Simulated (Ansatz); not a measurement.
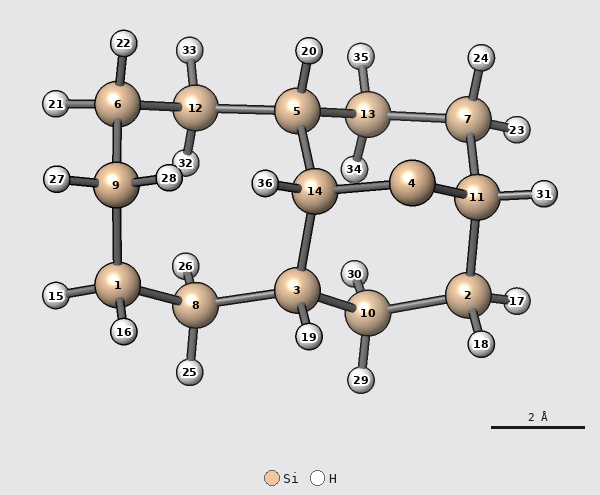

Figure 1. The structure as given in the input (ball-and-stick view, seen at a tilt; atoms are numbered from 1 in the order of the input). Bond lengths as drawn: H–Si 1.50 to 1.51 Å and Si–Si 2.35 to 2.38 Å.

## Molecular dynamics, with input and output: Si₁₄H₂₂ (part 1 of 2)

Si₁₄H₂₂ (Si14H24 off disc), computed with RKS r2SCAN-d4/6-31G* (Ansatz 0.2.0).

The geometry comes from this level: PBE-D4/def2-SVP. Figures and captions count atoms from 1; the log counts them from 0 in places.

Input
```yaml
crystal:
  periodic: [false, false, false]
  atoms:
    - {symbol: Si, position_ang: [-4.106130, 1.303861, 0.176987]}
    - {symbol: Si, position_ang: [1.432466, -4.150609, 0.077152]}
    - {symbol: Si, position_ang: [-1.285753, -1.492247, 0.187414]}
    - {symbol: Si, position_ang: [1.466758, -1.462427, 3.025275]}
    - {symbol: Si, position_ang: [1.491251, 1.287956, 0.188329]}
    - {symbol: Si, position_ang: [-1.309318, 4.104615, 0.177645]}
    - {symbol: Si, position_ang: [4.151975, -1.428049, 0.076283]}
    - {symbol: Si, position_ang: [-2.826092, -0.230435, -1.069179]}
    - {symbol: Si, position_ang: [-2.917732, 2.913664, 1.419635]}
    - {symbol: Si, position_ang: [-0.114524, -2.957453, -1.226258]}
    - {symbol: Si, position_ang: [2.724227, -2.721028, 1.446839]}
    - {symbol: Si, position_ang: [0.227707, 2.827209, -1.067873]}
    - {symbol: Si, position_ang: [2.956798, 0.118178, -1.226202]}
    - {symbol: Si, position_ang: [0.177313, -0.177116, 1.493401]}
    - {symbol: H, position_ang: [-5.009957, 2.037780, -0.784229]}
    - {symbol: H, position_ang: [-4.984001, 0.520641, 1.121920]}
    - {symbol: H, position_ang: [2.353389, -5.003535, -0.761855]}
    - {symbol: H, position_ang: [0.643309, -5.071986, 0.975244]}
    - {symbol: H, position_ang: [-2.073252, -2.349006, 1.153678]}
    - {symbol: H, position_ang: [2.347447, 2.075849, 1.154754]}
    - {symbol: H, position_ang: [-2.044359, 5.006984, -0.784099]}
    - {symbol: H, position_ang: [-0.528062, 4.984055, 1.122737]}
    - {symbol: H, position_ang: [5.004983, -2.348329, -0.763350]}
    - {symbol: H, position_ang: [5.073393, -0.638313, 0.973816]}
    - {symbol: H, position_ang: [-3.779745, -1.202829, -1.723045]}
    - {symbol: H, position_ang: [-2.083929, 0.484745, -2.166668]}
    - {symbol: H, position_ang: [-3.925808, 3.920252, 1.921838]}
    - {symbol: H, position_ang: [-2.275302, 2.271814, 2.619517]}
    - {symbol: H, position_ang: [-1.094158, -3.913776, -1.860482]}
    - {symbol: H, position_ang: [0.569995, -2.185847, -2.322276]}
    - {symbol: H, position_ang: [3.651627, -3.646922, 2.206305]}
    - {symbol: H, position_ang: [-0.485754, 2.084331, -2.166005]}
    - {symbol: H, position_ang: [1.199031, 3.782517, -1.720910]}
    - {symbol: H, position_ang: [2.184944, -0.566853, -2.321731]}
    - {symbol: H, position_ang: [3.911955, 1.098562, -1.861009]}
    - {symbol: H, position_ang: [-0.724692, 0.723746, 2.306431]}
basis:
  gaussian: {orbitals: "6-31G*"}
hamiltonian: {xc: {name: r2SCAN}, dispersion: d4}
md: {timestep: 2 fs, n_steps: 25, ensemble: nve, temperature: 700, initial_velocities: maxwell_boltzmann, seed: 682}
scf: {omitted_lower_state_checks: [starts]}
```

Command:
```bash
ansatz run in.yaml --threads 2 --pin off --events-out ev --progress --plain --max-ram 22528MiB --backend cuda --devices 0, --max-vram 18GiB
```

Log
```
Functional definition: r2SCAN
  name "r2SCAN"
  cite "Furness, Kaplan, Ning, Perdew & Sun, J. Phys. Chem. Lett. 11, 8208 (2020) doi:10.1021/acs.jpclett.0c02405"
  cite "Furness, Kaplan, Ning, Perdew & Sun, J. Phys. Chem. Lett. 11, 9248 (2020) doi:10.1021/acs.jpclett.0c03077"
  parent r2scan
  parameter k0 = 0.174
  parameter k1 = 0.065
  parameter a1 = 4.9479
  exchange = r2scan_x(k0 = k0, k1 = k1, a1 = a1)
  correlation = r2scan_c
these checks for a lower state are left out or cut short: starts
3828 factors; their error is unknown
mean field evaluation 1: about -110627.7120 eV, gradient 2.2e1 eV
mean field evaluation 2: about -110626.9832 eV, gradient 2.7e1 eV
mean field evaluation 4: about -110630.1274 eV, gradient 2.5e0 eV
mean field evaluation 8: about -110630.1303 eV, gradient 7.9e-2 eV
mean field evaluation 16: about -110629.6735 eV, gradient 1.7e-4 eV
mean field -110629.67354795 eV, -4065.5655154012 hartree, gradient 6.6e-5 eV, S^2 0.000000; 0 other end points of the search recorded, 0 dependent functions left out
the calculation of the forces begins
reference -110629.67357269 eV, -4065.5655163102 hartree; 109, 109 occupied and 201, 201 virtual orbitals, 3828 factors
md step     0: t =     0.00 fs  T =   700.0 K  F+E_penalty+E_count = -110630.24241562 eV  E_kin = 3.076388 eV  conserved = -110627.16602764 eV  (28 SCF iters)
these checks for a lower state are left out or cut short: starts, cluster_reference, orbital_swaps, neighbouring_geometries, increment
3828 factors; their error is unknown
mean field -110628.92982565 eV, -4065.5381841107 hartree, gradient 1.7e-5 eV, S^2 0.000000; 0 other end points of the search recorded, 0 dependent functions left out
the calculation of the forces begins
reference -110628.92985043 eV, -4065.5381850214 hartree; 109, 109 occupied and 201, 201 virtual orbitals, 3828 factors
md step     1: t =     2.00 fs  T =   555.5 K  F+E_penalty+E_count = -110629.50067145 eV  E_kin = 2.441239 eV  conserved = -110627.05943288 eV  (30 SCF iters, 5 dispersion substeps)
[... from here on the SCF iterations and repeated set-up lines of each step are left out, up to the last step ...]
md step     2: t =     4.00 fs  T =   408.6 K  F+E_penalty+E_count = -110628.76916458 eV  E_kin = 1.795683 eV  conserved = -110626.97348160 eV  (29 SCF iters, 5 dispersion substeps)
md step     3: t =     6.00 fs  T =   473.0 K  F+E_penalty+E_count = -110629.15970160 eV  E_kin = 2.078740 eV  conserved = -110627.08096177 eV  (30 SCF iters, 5 dispersion substeps)
md step     4: t =     8.00 fs  T =   486.4 K  F+E_penalty+E_count = -110629.26600787 eV  E_kin = 2.137609 eV  conserved = -110627.12839855 eV  (30 SCF iters, 5 dispersion substeps)
md step     5: t =    10.00 fs  T =   302.7 K  F+E_penalty+E_count = -110628.37146245 eV  E_kin = 1.330416 eV  conserved = -110627.04104606 eV  (30 SCF iters, 5 dispersion substeps)
md step     6: t =    12.00 fs  T =   220.9 K  F+E_penalty+E_count = -110627.92370655 eV  E_kin = 0.970922 eV  conserved = -110626.95278478 eV  (30 SCF iters, 5 dispersion substeps)
md step     7: t =    14.00 fs  T =   390.6 K  F+E_penalty+E_count = -110628.85525899 eV  E_kin = 1.716810 eV  conserved = -110627.13844875 eV  (31 SCF iters, 5 dispersion substeps)
md step     8: t =    16.00 fs  T =   395.8 K  F+E_penalty+E_count = -110628.85452406 eV  E_kin = 1.739419 eV  conserved = -110627.11510538 eV  (31 SCF iters, 5 dispersion substeps)
md step     9: t =    18.00 fs  T =   257.0 K  F+E_penalty+E_count = -110628.10209686 eV  E_kin = 1.129592 eV  conserved = -110626.97250481 eV  (30 SCF iters, 5 dispersion substeps)
md step    10: t =    20.00 fs  T =   316.2 K  F+E_penalty+E_count = -110628.42978337 eV  E_kin = 1.389778 eV  conserved = -110627.04000495 eV  (30 SCF iters, 5 dispersion substeps)
md step    11: t =    22.00 fs  T =   449.4 K  F+E_penalty+E_count = -110629.09000376 eV  E_kin = 1.975189 eV  conserved = -110627.11481518 eV  (30 SCF iters, 5 dispersion substeps)
md step    12: t =    24.00 fs  T =   406.1 K  F+E_penalty+E_count = -110628.88466423 eV  E_kin = 1.784913 eV  conserved = -110627.09975135 eV  (30 SCF iters, 5 dispersion substeps)
md step    13: t =    26.00 fs  T =   275.5 K  F+E_penalty+E_count = -110628.18621466 eV  E_kin = 1.210834 eV  conserved = -110626.97538027 eV  (30 SCF iters, 5 dispersion substeps)
md step    14: t =    28.00 fs  T =   365.0 K  F+E_penalty+E_count = -110628.65972339 eV  E_kin = 1.603963 eV  conserved = -110627.05576003 eV  (30 SCF iters, 5 dispersion substeps)
md step    15: t =    30.00 fs  T =   482.0 K  F+E_penalty+E_count = -110629.27649957 eV  E_kin = 2.118267 eV  conserved = -110627.15823272 eV  (30 SCF iters, 5 dispersion substeps)
md step    16: t =    32.00 fs  T =   360.7 K  F+E_penalty+E_count = -110628.60944448 eV  E_kin = 1.585289 eV  conserved = -110627.02415542 eV  (30 SCF iters, 5 dispersion substeps)
md step    17: t =    34.00 fs  T =   315.1 K  F+E_penalty+E_count = -110628.38068169 eV  E_kin = 1.384690 eV  conserved = -110626.99599212 eV  (30 SCF iters, 5 dispersion substeps)
md step    18: t =    36.00 fs  T =   443.5 K  F+E_penalty+E_count = -110629.04090093 eV  E_kin = 1.949278 eV  conserved = -110627.09162298 eV  (14 SCF iters, 5 dispersion substeps)
md step    19: t =    38.00 fs  T =   482.4 K  F+E_penalty+E_count = -110629.23077993 eV  E_kin = 2.120095 eV  conserved = -110627.11068526 eV  (30 SCF iters, 5 dispersion substeps)
md step    20: t =    40.00 fs  T =   363.7 K  F+E_penalty+E_count = -110628.64354434 eV  E_kin = 1.598297 eV  conserved = -110627.04524731 eV  (30 SCF iters, 5 dispersion substeps)
md step    21: t =    42.00 fs  T =   323.3 K  F+E_penalty+E_count = -110628.40277918 eV  E_kin = 1.420806 eV  conserved = -110626.98197306 eV  (30 SCF iters, 5 dispersion substeps)
md step    22: t =    44.00 fs  T =   458.8 K  F+E_penalty+E_count = -110629.15688226 eV  E_kin = 2.016286 eV  conserved = -110627.14059621 eV  (29 SCF iters, 5 dispersion substeps)
md step    23: t =    46.00 fs  T =   426.0 K  F+E_penalty+E_count = -110628.96816767 eV  E_kin = 1.872364 eV  conserved = -110627.09580364 eV  (30 SCF iters, 5 dispersion substeps)
md step    24: t =    48.00 fs  T =   303.6 K  F+E_penalty+E_count = -110628.31133324 eV  E_kin = 1.334404 eV  conserved = -110626.97692880 eV  (30 SCF iters, 5 dispersion substeps)
these checks for a lower state are left out or cut short: starts, cluster_reference, orbital_swaps, neighbouring_geometries, increment
3828 factors; their error is unknown
mean field evaluation 192: about -110628.1036 eV, gradient 1.4e-4 eV
mean field -110628.10360713 eV, -4065.5078211402 hartree, gradient 2.2e-5 eV, S^2 0.000000; 0 other end points of the search recorded, 0 dependent functions left out
the calculation of the forces begins
reference -110628.10363175 eV, -4065.5078220449 hartree; 109, 109 occupied and 201, 201 virtual orbitals, 3828 factors
these checks for a lower state are left out or cut short: starts
3828 factors; their error is unknown
mean field -110628.10360713 eV, -4065.5078211402 hartree, gradient 2.2e-5 eV, S^2 0.000000; 0 other end points of the search recorded, 0 dependent functions left out
the calculation of the forces begins
reference -110628.10363175 eV, -4065.5078220449 hartree; 109, 109 occupied and 201, 201 virtual orbitals, 3828 factors
md step    25: t =    50.00 fs  T =   369.1 K  F+E_penalty+E_count = -110628.67956199 eV  E_kin = 1.621943 eV  conserved = -110627.05761919 eV  (14 SCF iters, 5 dispersion substeps)
```

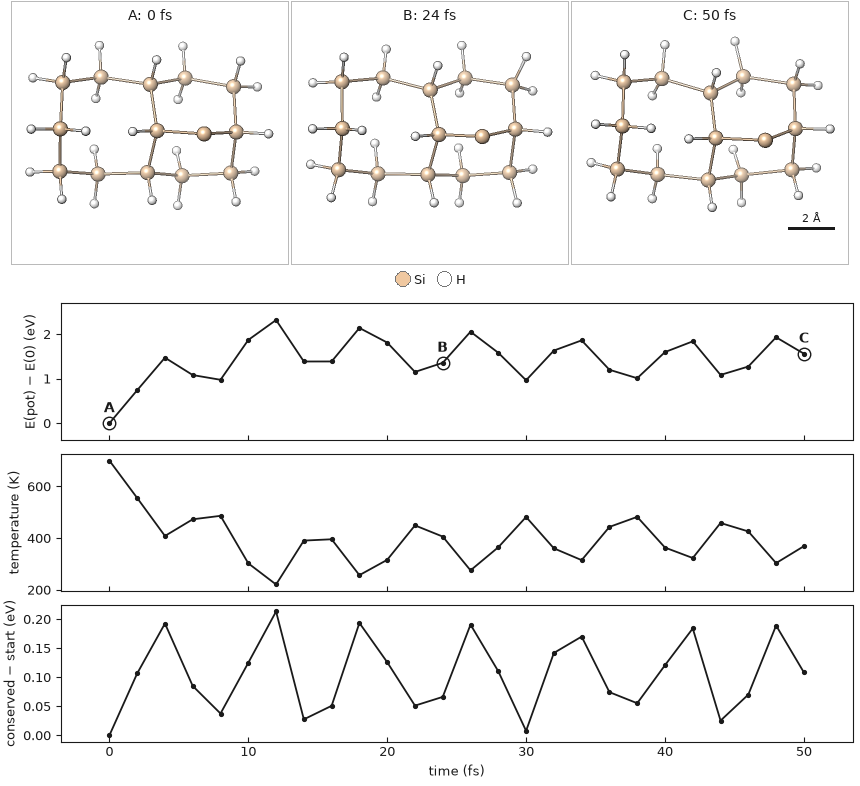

Figure 2. Frames of the molecular dynamics (ball-and-stick, seen at a tilt) above the curves, on which the letters mark them. The trajectory kept here has 26 frames over 50 fs. The temperature starts at 700 K, ranges from 221 to 700 K and averages 382 K over the second half. The potential energy ends 1.563 eV above its first value. The conserved quantity stays within 0.21 eV. After an unweighted best fit of the last frame on the first, the root-mean-square displacement is 0.30 Å, and H20 has moved furthest (0.57 Å).

```
Total energy: -110628.67958661 eV, -4065.5289879956 hartree
Atom 0 at    -4.094881     1.474466     0.142260 Å, force     0.148562     0.484067     1.134352 eV/Å
Atom 1 at     1.588548    -4.025422     0.189224 Å, force     0.320457    -0.124649    -2.146126 eV/Å
Atom 2 at    -1.458036    -1.730369     0.189932 Å, force    -0.100434     0.778878     0.016982 eV/Å
Atom 3 at     1.341106    -1.664209     3.045595 Å, force    -0.499356     0.524395    -0.722276 eV/Å
Atom 4 at     1.274180     1.016904     0.117189 Å, force    -0.894509     0.627941    -0.073968 eV/Å
Atom 5 at    -1.225233     4.092417     0.063601 Å, force    -0.854178     0.740321    -0.302154 eV/Å
Atom 6 at     4.267464    -1.331963     0.003892 Å, force    -0.453251    -0.268203    -0.352934 eV/Å
Atom 7 at    -2.837422    -0.171000    -0.864962 Å, force     0.069759    -0.573128     0.191831 eV/Å
Atom 8 at    -2.741469     2.979979     1.455484 Å, force    -0.416022    -0.230692    -1.167413 eV/Å
Atom 9 at    -0.085412    -2.899254    -1.242695 Å, force     0.346038    -1.350639    -0.629090 eV/Å
Atom 10 at     2.835582    -2.551677     1.423855 Å, force     1.408723    -0.660283     1.393106 eV/Å
Atom 11 at     0.231273     2.784091    -1.070183 Å, force     0.745716    -0.432305    -0.254857 eV/Å
Atom 12 at     2.964264     0.256835    -1.193402 Å, force     1.848798     0.756774    -0.682191 eV/Å
Atom 13 at    -0.051472    -0.356671     1.425447 Å, force    -0.310003     0.127052     1.783202 eV/Å
Atom 14 at    -4.644686     2.290816    -0.961455 Å, force    -0.217721     0.075209    -0.214213 eV/Å
Atom 15 at    -5.221994     0.943919     1.004869 Å, force     0.260602     0.084219    -0.294772 eV/Å
Atom 16 at     2.528990    -4.916918    -0.719712 Å, force    -0.751336     0.666099     0.750781 eV/Å
Atom 17 at     0.927262    -4.882921     1.146554 Å, force    -0.630698    -0.676002     0.437938 eV/Å
Atom 18 at    -2.245132    -2.562981     1.103501 Å, force    -0.215687    -0.476023     0.280940 eV/Å
Atom 19 at     1.973153     1.712072     1.203897 Å, force     0.426051     0.438675     0.399657 eV/Å
Atom 20 at    -1.860974     4.995759    -0.996060 Å, force    -0.089039    -0.514307     0.334596 eV/Å
Atom 21 at    -0.429636     5.098482     0.769967 Å, force     0.349833     0.228236     0.592604 eV/Å
Atom 22 at     5.100823    -2.307667    -0.853182 Å, force    -0.296511     0.625958     0.515339 eV/Å
Atom 23 at     4.987061    -0.651963     1.090364 Å, force     0.682683     0.271033     0.003012 eV/Å
Atom 24 at    -3.667507    -0.961987    -1.756108 Å, force    -0.755460    -0.448959    -0.464661 eV/Å
Atom 25 at    -1.976815     0.495591    -1.818827 Å, force     0.653478     0.558969    -0.479776 eV/Å
Atom 26 at    -3.616590     3.999175     2.050893 Å, force    -0.265555     0.208014     0.391776 eV/Å
Atom 27 at    -1.967559     2.191525     2.418050 Å, force     0.052195     0.047344     0.511351 eV/Å
Atom 28 at    -0.839678    -3.964605    -2.099226 Å, force     0.413198     0.582824     0.703454 eV/Å
Atom 29 at     0.526118    -2.018068    -2.312245 Å, force    -0.042165    -0.067396     0.494851 eV/Å
Atom 30 at     3.866514    -3.466023     2.368836 Å, force    -1.102446     0.920260    -1.228423 eV/Å
Atom 31 at    -0.483397     2.284839    -2.291402 Å, force     0.352133     0.088291    -0.026243 eV/Å
Atom 32 at     1.381000     3.731686    -1.356050 Å, force    -0.263946    -0.296641    -0.289013 eV/Å
Atom 33 at     2.509390    -0.424745    -2.418014 Å, force    -0.198041    -0.069681    -0.306907 eV/Å
Atom 34 at     3.808264     1.574104    -1.690505 Å, force    -0.892506    -1.505602     0.624238 eV/Å
Atom 35 at    -1.039204     0.631033     2.275179 Å, force     1.170638    -1.140048    -0.924994 eV/Å
Dipole moment:    -0.113947    -0.041390    -0.050641 e Å
Checks for a lower state left out: starts
```
